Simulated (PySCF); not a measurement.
**A workflow on Si3H6 (SMILES [SiH2]1[SiH2][SiH2]1)**

Wanted: a geometry optimisation (CAM-B3LYP-D3(0)/STO-6G), then a single-point energy (CCSD(T)/pcSseg-1), then ionisation energies (EOM-CCSD/6-31G**) of Si3H6. 

Program for the calculation: PySCF 2.14.0.

1 further run of the same task is left out (for a faulty analytic Hessian).

## 1. Starting point

The species is Si3H6 (9 atoms), meant as a singlet with charge 0. SMILES: `[SiH2]1[SiH2][SiH2]1`. All atoms were displaced at random from a relaxed shape. The run starts from this shape.

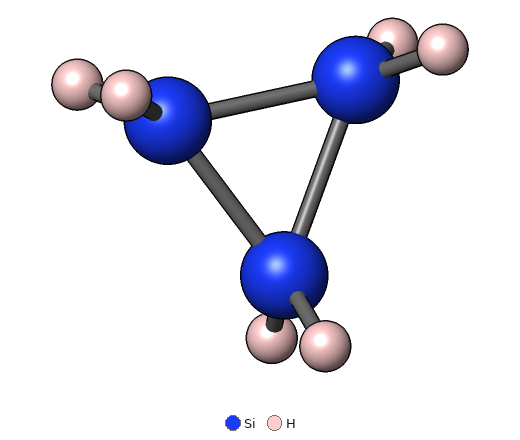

Viewed from a chosen angle; silicon blue, hydrogen pink.

## 2. A geometry optimisation at CAM-B3LYP-D3(0)/STO-6G (density fitting with cc-pvqz-jkfit) (run 1)

start.xyz

```xyz
9
H6Si3
Si    -1.202652    -0.134502    -0.553275
Si     1.003270     0.785296    -0.493653
Si     0.296659    -0.719753     1.060546
H     -1.416004    -1.189128    -1.650204
H     -2.295285     0.652524    -0.283563
H      1.889576     0.416239    -1.587325
H      0.944271     2.388420    -0.216066
H      0.950207    -2.094982     1.105777
H      0.097936    -0.189015     2.448594
```

input.py

```python
from pyscf import gto, dft
from pyscf.geomopt.geometric_solver import kernel as optimise

mol = gto.M(
    atom='start.xyz',
    basis='sto-6g',
    max_memory=1860,
    verbose=4,
)

mf = dft.RKS(mol, xc='cam-b3lyp')
mf = mf.density_fit(auxbasis='cc-pvqz-jkfit')
mf.disp = 'd3zero'
converged, mol_eq = optimise(mf, maxsteps=100, convergence_set='GAU_TIGHT')
print('converged:', converged)
print(mol_eq.tostring())

mf.reset(mol_eq)
mol = mol_eq
mf.kernel()
energy = mf.e_tot
print('E(%s) = %.9f' % ('CAM-B3LYP', energy))
```

The run is started by

```sh
$ OMP_NUM_THREADS=1 python input.py
```

Output:

```text
PySCF version 2.14.0

[... 26 lines left out ...]
convergence_set           GAU_TIGHT
[... 68 lines left out ...]
> Will converge when all 5 criteria are reached:
[... 80 lines left out ...]
converged SCF energy = -868.794729689947
[... 85 lines left out ...]
converged SCF energy = -868.829937143001
[... 169 lines left out ...]
converged SCF energy = -868.83274233582
[... 165 lines left out ...]
converged SCF energy = -868.832906310295
[... 161 lines left out ...]
converged SCF energy = -868.832922472184
[... 159 lines left out ...]
converged SCF energy = -868.832923302411
[... 155 lines left out ...]
converged SCF energy = -868.83292347031
[... 151 lines left out ...]
converged SCF energy = -868.832923476608
[... 93 lines left out ...]
Converged! =D
[... 61 lines left out ...]
converged SCF energy = -868.832923476075
E(CAM-B3LYP) = -868.832923476
```

Wall time 97 s (1 thread of Arm Neoverse V1, shared host); peak memory 0.41 GiB.

Steps, from the record of the run:

| step | energy from the first frame kept (eV) | largest force (eV/Å) |
| --- | --- | --- |
| 0 | 0.0000 | 4.9243 |
| 1 | -0.9580 | 1.5047 |
| 2 | -1.0204 | 0.4495 |
| 3 | -1.0344 | 0.1902 |
| 4 | -1.0377 | 0.1167 |
| 5 | -1.0388 | 0.0460 |
| 6 | -1.0392 | 0.0190 |
| 7 | -1.0393 | 0.0119 |
| 8 | -1.0393 | 0.0065 |
| 9 | -1.0393 | 0.0035 |
| 10 | -1.0393 | 0.0031 |
| 11 | -1.0393 | 0.0010 |
| 12 | -1.0393 | 0.0005 |
| 13 | -1.0393 | 0.0003 |
| 14 | -1.0393 | 0.0003 |

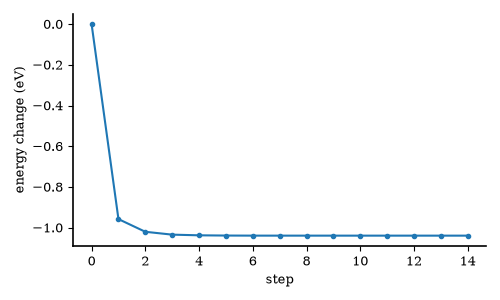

Energy along the run.

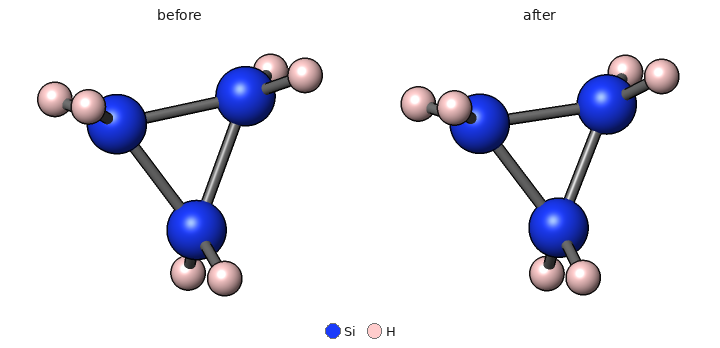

Before and after, at one scale.

After the run. Bond lengths: Si1–Si2 2.226 Å, Si1–Si3 2.226 Å, Si2–Si3 2.226 Å, Si1–H4 1.434 Å, Si1–H5 1.434 Å, Si2–H6 1.434 Å, Si2–H7 1.434 Å, Si3–H8 1.434 Å, Si3–H9 1.434 Å. Some angles: Si1–Si2–Si3 60.0°, Si2–Si1–Si3 60.0°, Si1–Si3–Si2 60.0°, Si1–Si2–H6 119.3°, Si1–Si2–H7 119.3°, Si3–Si2–H6 119.3°, Si3–Si2–H7 119.3°, Si2–Si1–H4 119.3°, Si2–Si1–H5 119.3°, Si3–Si1–H4 119.3°.

## 3. The energy at CCSD(T)/pcSseg-1 (sfX2C) (run 3)

calc.py

```python
# [SiH2]1[SiH2][SiH2]1
from pyscf import gto, cc

mol = gto.Mole()
mol.atom = '''
Si      -1.119166      -0.160890      -0.573390
Si       0.888309       0.799740      -0.529409
Si       0.320872      -0.665511       1.047213
H       -1.409535      -1.135995      -1.584101
H       -2.279799       0.622298      -0.263172
H        1.865344       0.431138      -1.512373
H        0.994971       2.189402      -0.191537
H        0.939701      -1.959176       1.059600
H        0.069321      -0.200880       2.380451
'''
mol.verbose = 3
mol.spin = 0
mol.max_memory = 1860
mol.basis = 'pcsseg-1'
mol.build()

calc0 = mol.RHF()
calc0 = calc0.x2c()
calc0.kernel()

mycc = cc.CCSD(calc0, frozen=15)
mycc.kernel()
e_t = mycc.ccsd_t()
e_tot = mycc.e_tot + e_t
print('Final energy', e_tot)
calc0.analyze()
```

The run is started by

```sh
$ OMP_NUM_THREADS=1 python calc.py
```

Output:

```text
converged SCF energy = -871.816927225126
[... 6 lines left out ...]
MO #3   energy= -68.9408406690233  occ= 2
[... 8 lines left out ...]
MO #12  energy= -4.22981017204769  occ= 2
[... 8 lines left out ...]
MO #21  energy= -0.487266137041536 occ= 2
[... 8 lines left out ...]
MO #30  energy= 0.213041807747452  occ= 0
[... 8 lines left out ...]
MO #39  energy= 0.398700191002266  occ= 0
[... 8 lines left out ...]
MO #48  energy= 0.718782186315501  occ= 0
[... 8 lines left out ...]
MO #57  energy= 0.900910955375585  occ= 0
[... 8 lines left out ...]
MO #66  energy= 1.33207548150604   occ= 0
[... 8 lines left out ...]
MO #75  energy= 2.30138395366275   occ= 0
[... 8 lines left out ...]
MO #84  energy= 3.06331012805231   occ= 0
[... 8 lines left out ...]
MO #93  energy= 3.65645685947829   occ= 0
[... 8 lines left out ...]
MO #102 energy= 15.9856305988402   occ= 0
[... 10 lines left out ...]
Dipole moment(X, Y, Z, Debye):  0.00000, -0.00013, -0.00001
```

It took 31 s on 1 thread of Arm Neoverse V1, shared host; peak memory 0.56 GiB.

## 4. Ionisation energies at EOM-CCSD/6-31G(d,p) (spherical functions, root kind ip) (run 4)

run.py

```python
import numpy
from pyscf import gto, cc

molecule = gto.Mole()
molecule.atom = [
    ('Si', (-1.119166, -0.160890, -0.573390)),
    ('Si', (0.888309, 0.799740, -0.529409)),
    ('Si', (0.320872, -0.665511, 1.047213)),
    ('H', (-1.409535, -1.135995, -1.584101)),
    ('H', (-2.279799, 0.622298, -0.263172)),
    ('H', (1.865344, 0.431138, -1.512373)),
    ('H', (0.994971, 2.189402, -0.191537)),
    ('H', (0.939701, -1.959176, 1.059600)),
    ('H', (0.069321, -0.200880, 2.380451)),
]
molecule.charge = 0
molecule.verbose = 4
molecule.basis = '6-31g**'
molecule.max_memory = 1860
molecule.build()

mf = molecule.RHF()
mf.kernel()

mycc = cc.CCSD(mf, frozen=15)
mycc.kernel()
etot = mycc.e_tot
print('Final energy', etot)

e, vec = mycc.ipccsd(nroots=3)
roots = numpy.atleast_1d(e) * 27.211386
print('EOM-IP-CCSD roots (eV)')
for i, w in enumerate(roots, 1):
    print('%3d %10.4f' % (i, w))
```

The run is started by

```sh
$ OMP_NUM_THREADS=1 python run.py
```

Output:

```text
PySCF version 2.14.0

[... 61 lines left out ...]
converged SCF energy = -870.174822712676
[... 12 lines left out ...]
Init t2, MP2 energy = -870.45476827081  E_corr(MP2) -0.279945558133624
[... 10 lines left out ...]
CCSD converged
[... 1 line left out ...]
Final energy -870.5079548410844
[... 1 line left out ...]
******** <class 'pyscf.cc.eom_rccsd.EOMIP'> ********
max_space = 20
max_cycle = 50
conv_tol = 1e-07
partition = None
EOM-CCSD root 0 E = 0.3231966723475548  qpwt = 0.961239  conv = True
EOM-CCSD root 1 E = 0.3231975906204447  qpwt = 0.961238  conv = True
EOM-CCSD root 2 E = 0.4455850564103847  qpwt = 0.934576  conv = True
EOM-IP-CCSD roots (eV)
  1     8.7946
  2     8.7947
  3    12.1250
```

Run time: 9.3 s. Hardware: 1 thread of Arm Neoverse V1, shared host; peak memory 0.32 GiB.

## 5. What came out

```
                                                             quantity          value
               run 1, CAM-B3LYP-D3(0)/STO-6G: total energy at the end  -868.83292 Eh
                         run 1, CAM-B3LYP-D3(0)/STO-6G: dipole moment         0.00 D
                           run 1, CAM-B3LYP-D3(0)/STO-6G: HOMO energy       -5.65 eV
                           run 1, CAM-B3LYP-D3(0)/STO-6G: LUMO energy        7.26 eV
                         run 1, CAM-B3LYP-D3(0)/STO-6G: HOMO–LUMO gap       12.91 eV
                     run 1, CAM-B3LYP-D3(0)/STO-6G: dispersion energy   -7.87 kJ/mol
                                run 3, CCSD(T)/pcSseg-1: total energy  -872.16933 Eh
        run 3, CCSD(T)/pcSseg-1: dipole moment (Hartree–Fock density)         0.00 D
         run 3, CCSD(T)/pcSseg-1: HOMO energy (Hartree–Fock orbitals)       -9.37 eV
         run 3, CCSD(T)/pcSseg-1: LUMO energy (Hartree–Fock orbitals)        2.27 eV
       run 3, CCSD(T)/pcSseg-1: HOMO–LUMO gap (Hartree–Fock orbitals)       11.64 eV
run 3, CCSD(T)/pcSseg-1: correlation energy (15 core orbitals frozen)     -352.4 mEh
                              run 3, CCSD(T)/pcSseg-1: (T) correction     -11.21 mEh
                               run 3, CCSD(T)/pcSseg-1: T1 diagnostic          0.013
           run 4, EOM-CCSD/6-31G**: ground-state or mean-field energy  -870.50795 Eh
        run 4, EOM-CCSD/6-31G**: dipole moment (Hartree–Fock density)         0.00 D
         run 4, EOM-CCSD/6-31G**: HOMO energy (Hartree–Fock orbitals)       -9.25 eV
         run 4, EOM-CCSD/6-31G**: LUMO energy (Hartree–Fock orbitals)        2.66 eV
       run 4, EOM-CCSD/6-31G**: HOMO–LUMO gap (Hartree–Fock orbitals)       11.91 eV
run 4, EOM-CCSD/6-31G**: correlation energy (15 core orbitals frozen)     -333.1 mEh
                               run 4, EOM-CCSD/6-31G**: T1 diagnostic          0.012
                     run 4, EOM-CCSD/6-31G**: first ionisation energy        8.79 eV
```

**Reading.** The optimisation (run 1, CAM-B3LYP-D3(0)/STO-6G) took 14 steps and changed the energy by -1.039 eV. The triples (run 3, CCSD(T)/pcSseg-1) make up 3.2 % of the correlation energy.
